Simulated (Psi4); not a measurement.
**SiH4 (silane): UMP2.5/6-31G(d) (Cholesky decomposition, density fitting for correlation, Cartesian functions)**

What is the vertical ionisation energy of SiH4 (silane) at UMP2.5/6-31G* (Cholesky decomposition, density fitting for correlation, Cartesian functions)? 

The results are computed with Psi4 1.11.

4 further runs of the same task are left out: 4 set aside as unsound or not needed.

## 1. The system as given

SiH4: 5 atoms, total charge 0, spin state singlet. As SMILES, `[SiH4]`. Geometry: relaxed at PBE0-D4/def2-TZVP.

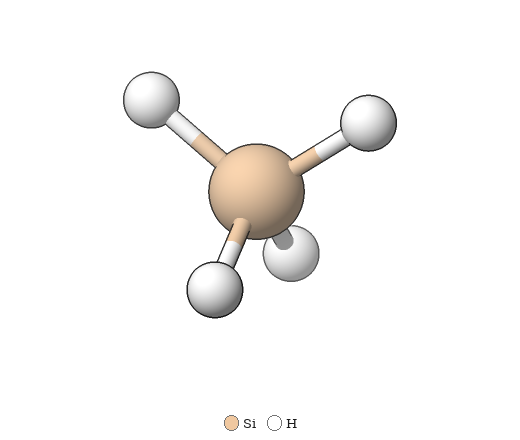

The structure, seen from a chosen angle (silicon light orange, hydrogen white).

## 2. The energy at UMP2.5/6-31G(d) (Cholesky decomposition, density fitting for correlation, Cartesian functions)

input.dat reads:

```
memory 1600 mb

molecule mol {
  Si     0.000000     0.000000    -0.000100
  H      0.967600    -0.688400     0.890900
  H     -1.331000     0.044900     0.656000
  H     -0.105100    -0.740300    -1.282600
  H      0.468500     1.383800    -0.264200
  units angstrom
  no_reorient
  no_com
}

set basis 6-31G*
set reference uhf
set scf_type cd
set mp_type df

E, wfn = energy("mp2.5", return_wfn=True)
```

The run is started by

```console
$ psi4 -i input.dat -o output.dat -n 1
```

output.dat:

```text
[...]
  Running in c1 symmetry.
[...]
  Nuclear repulsion =   21.270588269772578
[...]
  Multiplicity = 1
[...]
  Nalpha       = 9
  Nbeta        = 9
[...]
    Number of basis functions: 27
[...]
   @UHF iter   1:  -291.20654878074555   -5.35235e-01   3.98834e-03 ADIIS/DIIS
[...]
   @UHF iter   8:  -291.22496085393584    3.97904e-13   1.34688e-09 DIIS
[...]
   @S^2 Observed:                3.552713679E-15
[...]
    Orbital Energies [Eh]
    ---------------------
    Alpha Occupied:
       1A    -68.765183     2A     -6.125967     3A     -4.231789
       4A     -4.231789     5A     -4.231788     6A     -0.729775
       7A     -0.485074     8A     -0.485047     9A     -0.485037
    Alpha Virtual:
      10A      0.167661    11A      0.167699    12A      0.167782
      13A      0.281810    14A      0.345680    15A      0.396948
      16A      0.396963    17A      0.396973    18A      0.799544
      19A      0.799566    20A      0.866270    21A      0.866331
      22A      0.866349    23A      1.227331    24A      1.431773
      25A      1.431824    26A      1.431838    27A      3.229661
[...]
  @UHF Final Energy:  -291.22496085393584
   => Energetics <=
    Nuclear Repulsion Energy =             21.2705882697725777
    One-Electron Energy =                -445.4481990426403399
    Two-Electron Energy =                 132.9526499189318827
    Total Energy =                       -291.2249608539358405
  UHF NO Occupations:
  HONO-2 :    7  A 2.0000000
  HONO-1 :    8  A 2.0000000
[...]
 Multipole Moments:
 ------------------------------------------------------------------------------------
     Multipole            Electronic (a.u.)      Nuclear  (a.u.)        Total (a.u.)
 ------------------------------------------------------------------------------------
 L = 1.  Multiply by 2.5417464519 to convert [e a0] to [Debye]
 Dipole X            :          0.0000235            0.0000000            0.0000235
 Dipole Y            :         -0.0000848            0.0000000           -0.0000848
 Dipole Z            :          0.0022418           -0.0024566           -0.0002149
 Magnitude           :                                                    0.0002322
[...]
	DF-SCS-MP2 Total Energy (a.u.)     :  -291.32447100466641
	DF-SOS-MP2 Total Energy (a.u.)     :  -291.32839479586886
	DF-SCS(N)-MP2 Total Energy (a.u.)  :  -291.24625332972585
[...]
	DF-MP2 Total Energy (a.u.)         :  -291.31662342226144
[...]
	DF-MP3 Total Energy (a.u.)         :  -291.33504804578473
[...]
```

It took 1.8 s on 1 thread of Intel Xeon Platinum 8488C (Sapphire Rapids), shared host; peak memory 0.2 GiB.

## 3. The doublet cation at the same level

h4si.py reads:

```python
import psi4

psi4.set_memory(1600000000)
psi4.set_num_threads(1)
psi4.set_output_file('h4si.out', False)

m = psi4.geometry("""
1 2
Si     0.000000     0.000000    -0.000100
H      0.967600    -0.688400     0.890900
H     -1.331000     0.044900     0.656000
H     -0.105100    -0.740300    -1.282600
H      0.468500     1.383800    -0.264200
no_reorient
no_com
""")

psi4.set_options({
    'basis': '6-31G*',
    'reference': 'uhf',
    'scf_type': 'cd',
    'mp_type': 'df',
})

result, w = psi4.energy("mp2.5", return_wfn=True)
print(f'mp2.5 energy: {result:.10f} Eh')
for k, v in sorted(psi4.core.scalar_variables().items()):
    print(f'{k:45s} {v:18.10f}')
```

The run is started by

```console
$ python h4si.py
```

h4si.out:

```text
[...]
  Running in c1 symmetry.
[...]
  Nuclear repulsion =   21.270588269772578
[...]
  Multiplicity = 2
[...]
  Nalpha       = 9
  Nbeta        = 8
[...]
    Number of basis functions: 27
[...]
   @UHF iter   1:  -290.72598822207357   -5.46744e-02   7.21284e-03 ADIIS/DIIS
[...]
   @UHF iter  18:  -290.77861994227897   -2.27374e-13   6.64890e-09 DIIS
[...]
   @S^2 Observed:                8.018702878E-01
[...]
    Orbital Energies [Eh]
    ---------------------
    Alpha Occupied:
       1A    -69.072670     2A     -6.435412     3A     -4.548085
       4A     -4.538164     5A     -4.537267     6A     -1.067719
       7A     -0.894746     8A     -0.791197     9A     -0.736791
    Alpha Virtual:
      10A     -0.087655    11A     -0.082237    12A     -0.068974
      13A      0.009012    14A      0.106731    15A      0.114375
      16A      0.147876    17A      0.149780    18A      0.481619
      19A      0.499005    20A      0.559885    21A      0.575909
      22A      0.609173    23A      0.909863    24A      1.042198
      25A      1.129822    26A      1.179052    27A      2.927668
[...]
  @UHF Final Energy:  -290.77861994227897
   => Energetics <=
    Nuclear Repulsion Energy =             21.2705882697725777
    One-Electron Energy =                -439.9301452435249757
    Two-Electron Energy =                 127.8809370314734366
    Total Energy =                       -290.7786199422789650
  UHF NO Occupations:
  HONO-2 :    7  A 1.9997586
  HONO-1 :    8  A 1.9740591
[...]
 Multipole Moments:
 ------------------------------------------------------------------------------------
     Multipole            Electronic (a.u.)      Nuclear  (a.u.)        Total (a.u.)
 ------------------------------------------------------------------------------------
 L = 1.  Multiply by 2.5417464519 to convert [e a0] to [Debye]
 Dipole X            :         -0.1440603            0.0000000           -0.1440603
 Dipole Y            :         -0.2550026            0.0000000           -0.2550026
 Dipole Z            :          0.6152198           -0.0024566            0.6127632
 Magnitude           :                                                    0.6791601
[...]
	DF-SCS-MP2 Total Energy (a.u.)     :  -290.86653544139313
	DF-SOS-MP2 Total Energy (a.u.)     :  -290.87002547526436
	DF-SCS(N)-MP2 Total Energy (a.u.)  :  -290.79731727222060
[...]
	DF-MP2 Total Energy (a.u.)         :  -290.85955537365066
[...]
	DF-MP3 Total Energy (a.u.)         :  -290.87759482939305
[...]
```

Wall time 1.7 s (1 thread of Intel Xeon Platinum 8488C (Sapphire Rapids), shared host); peak memory 0.2 GiB.

## 4. Summary of results

Level: UMP2.5/6-31G* (Cholesky decomposition, density fitting for correlation, Cartesian functions).

| quantity | value |
| --- | --- |
| singlet SiH4: total energy | -291.32584 Eh |
| singlet SiH4: HOMO energy (Hartree–Fock orbitals) | -13.20 eV |
| singlet SiH4: LUMO energy (Hartree–Fock orbitals) | 4.56 eV |
| singlet SiH4: HOMO–LUMO gap (Hartree–Fock orbitals) | 17.76 eV |
| singlet SiH4: correlation energy | -100.9 mEh |
| doublet cation: total energy | -290.86858 Eh |
| doublet cation: HOMO energy (Hartree–Fock orbitals) (highest over α and β) | -19.52 eV |
| doublet cation: LUMO energy (Hartree–Fock orbitals) (lowest over α and β) | -11.14 eV |
| doublet cation: correlation energy | -90.0 mEh |
| doublet cation: ⟨S²⟩ of the reference determinant | 0.802 |
| vertical ionisation energy (to the doublet cation) | 12.443 eV |

What this shows: The vertical ionisation energy comes to 12.44 eV (287 kcal/mol).
